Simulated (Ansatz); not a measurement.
# FH2N2Si (doublet): what the fields show

The calculation's input:

```
basis:
  gaussian: {orbitals: def2-TZVPD}
crystal:
  periodic: [false, false, false]
  atoms:
    - {symbol: F, position_ang: [-1.391290, 0.721212, 0.963686]}
    - {symbol: N, position_ang: [-5.007803, -0.322842, 0.828219]}
    - {symbol: "N", position_ang: [-4.025415, 0.271045, 0.589095]}
    - {symbol: Si, position_ang: [-2.355050, -0.271386, 0.134996]}
    - {symbol: H, position_ang: [-2.054971, -1.670470, 0.535115]}
    - {symbol: H, position_ang: [-2.227416, 0.001527, -1.314933]}
hamiltonian: {xc: {name: PBE0}}
output: {forces: true, orbitals: {seedname: orbitals}}
magnetization: {spin_polarized: true, initial_magnetization: 1}
```

Command:

```sh
ansatz run input.yaml --threads 1 --pin off --max-ram 2610MiB --events-out events.jsonl --progress --plain --runs-dir runs
```

Geometry: PBE0-D3(BJ)/def2-SVP.

Method: isolated molecule in a Gaussian basis; Kohn-Sham density functional theory, functional PBE0 in Ansatz.

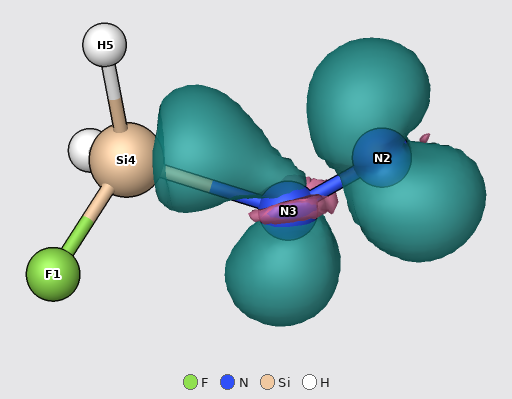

Figure 1. Isosurfaces of the spin density at +0.03 (teal) and −0.03 e/Å³ (pink), seen across its widest extent.

> Where is the unpaired spin?

The unpaired spin (1 electron) lies mostly on N2 (about 0.6), N3 (about 0.2) and Si4 (about 0.1), in electrons by Hirshfeld's partition.

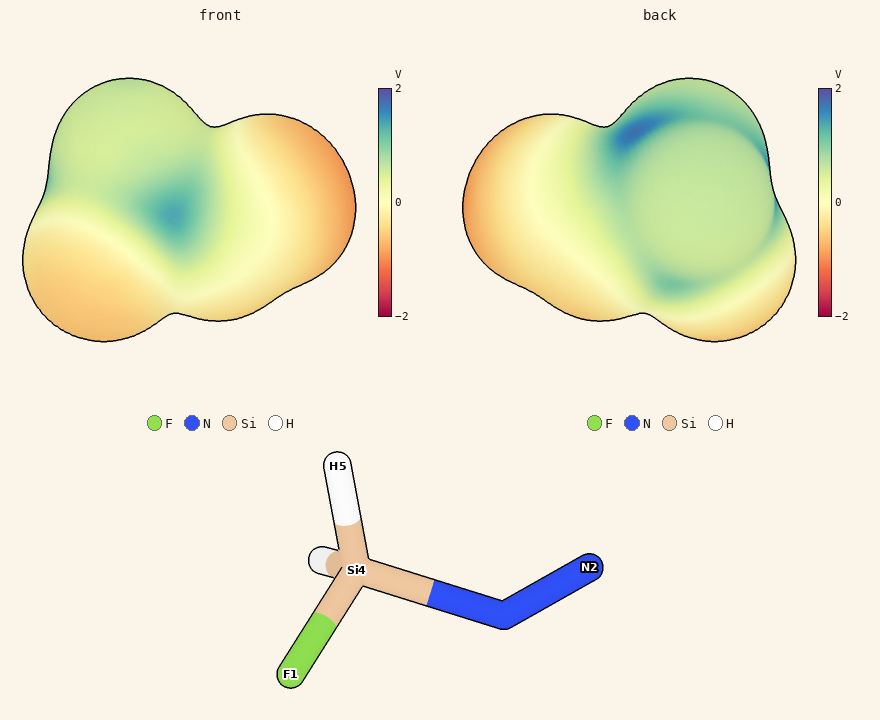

Figure 2. The molecular electrostatic potential painted on the density surface at 0.001 e/bohr³, seen from the front and from behind; the colour scale runs from red (negative) to blue (positive). The bare structure is drawn below in the same view.

> Where is the surface potential most negative and most positive?

The most negative region (about −0.9 V) lies over N2, the most positive (about +1.7 V) over Si4.

> How polar is the molecule by this calculation?

Its dipole moment is 2.11 D.

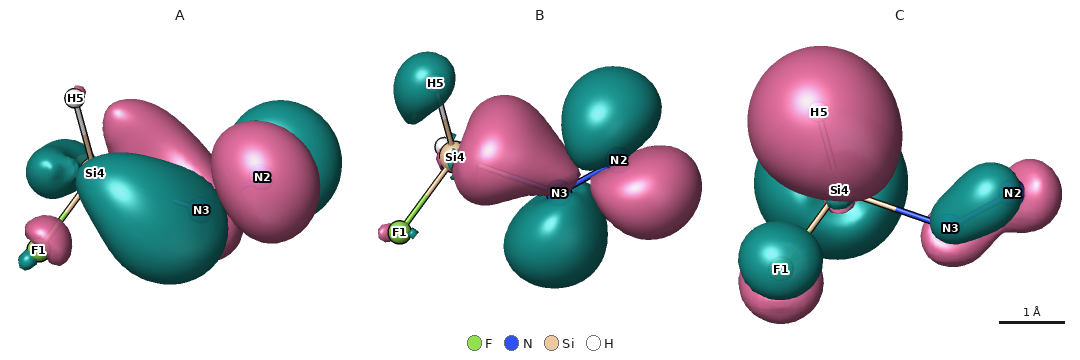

Figure 3. Three frontier orbitals at ±0.1 Å⁻³ᐟ² (teal and pink are the two phases), in no order.

> Order the three orbitals by energy and name them. All are α orbitals.

C is the HOMO−1 (α) (−10.42 eV). By Hirshfeld shares it lies mainly on Si4 (about 35 %), H6 (about 25 %), H5 (about 20 %) and F1 (about 10 %). B is the HOMO (α) (−5.55 eV). Its weight (Hirshfeld) is mainly on N2 (about 50 %), N3 (about 35 %) and Si4 (about 15 %); π-antibonding (π*) across N2–N3. A is the LUMO (α) (−1.90 eV). By Hirshfeld shares it lies mainly on N2 (about 45 %), N3 (about 30 %) and Si4 (about 15 %); π-antibonding (π*) across N2–N3.

> What is the gap between the highest occupied and lowest empty α orbitals?

3.65 eV between the orbital energies.
